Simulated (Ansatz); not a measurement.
**AlBFH$_{4}$N: density, localisation and related maps**

```xyz
8

N    -1.0401    1.2494    0.1803
Al    0.3533    0.2381    0.6227
B     0.8240   -1.4470   -0.6512
F     0.0337   -1.7183   -1.6853
H    -1.3623    2.0658    0.6896
H    -1.6363    1.0925   -0.6259
H     1.1489    0.6678    1.9359
H     1.7710   -2.2056   -0.5221
```

Method: RKS PBE0/def2-SVP (Ansatz 0.2.0).

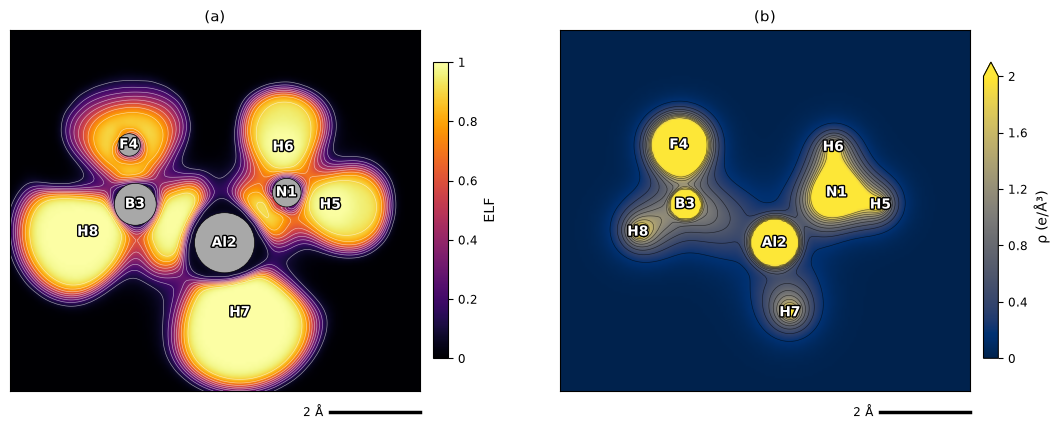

Figure 1. (a) ELF; (b) electron density on the molecular plane. Grey discs cover the atomic cores in the ELF map.

Interpret the plot.

Answer.
- Atoms in the plane: N, Al, B, F and H.
- B–F (1.33 Å): the density is about 2.1 e/Å³ at the midpoint; the ELF peaks at about 0.85 between the atoms, as expected for a polar covalent bond.
- Al–N (1.78 Å): the density is about 0.81 e/Å³ at the midpoint; the ELF peaks at about 0.90 in the valence shell of N, 0.6 Å from its nucleus, and is about 0.55 at the midpoint.
- Al–B (2.16 Å): ρ at the midpoint is about 0.59 e/Å³; the ELF peaks at about 1 between the atoms; a shared electron pair.
- N–H (1.01 Å): ρ is about 2.7 e/Å³ halfway; the ELF climbs to about 1 towards the hydrogen, as it does in any bond to H (a covalent bond by its length).
- B–H (1.22 Å): ρ at the midpoint is about 1.2 e/Å³; the ELF climbs to about 1 towards the hydrogen; a covalent bond by its length.
- The ELF also peaks beside F4, away from the bonds: lone-pair regions.

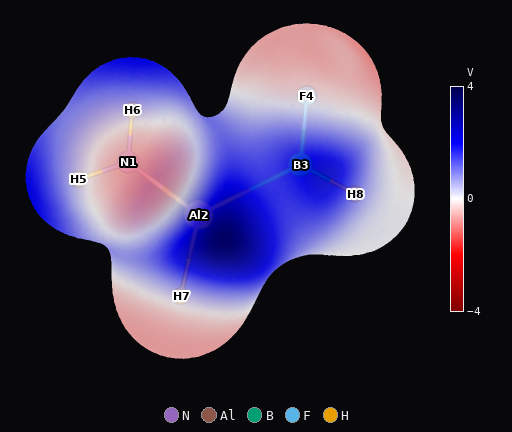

Figure 2. The molecular electrostatic potential painted on the density surface at 0.004 e/bohr³, seen at a tilt; red is negative and blue positive.

Where is the surface potential most negative and most positive?

Answer. The most negative region (about −0.9 V) lies over N1 and F4, the most positive (about +3.7 V) over Al2.

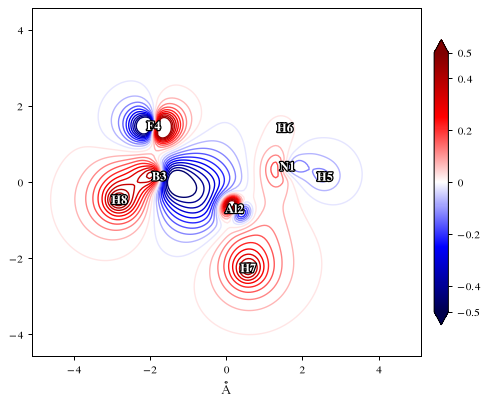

Figure 3. One frontier orbital on the molecular plane (values in Å⁻³ᐟ²; the overall sign is arbitrary).

Which orbital is it: HOMO or LUMO?

Answer. The HOMO, at −7.11 eV. It lies mainly on B3 (about 35 %), Al2 (about 25 %), F4 (about 10 %), H8 (about 10 %) and H7 (about 10 %); it is symmetric in the molecular plane (an in-plane orbital: σ, lone-pair or in-plane π type).

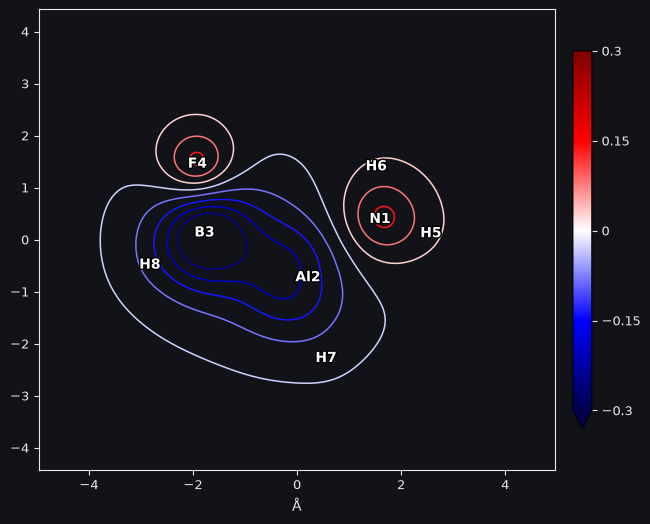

Figure 4. The LUMO on a plane 0.8 Å above the molecular plane (values in Å⁻³ᐟ²; the overall sign is arbitrary).

Describe this orbital and give its energy.

Answer. Its weight (Hirshfeld) is mainly on B3 (about 45 %), Al2 (about 35 %) and F4 (about 10 %); it changes sign across the molecular plane (π type); π-bonding across Al2–B3. Its energy is −1.95 eV.
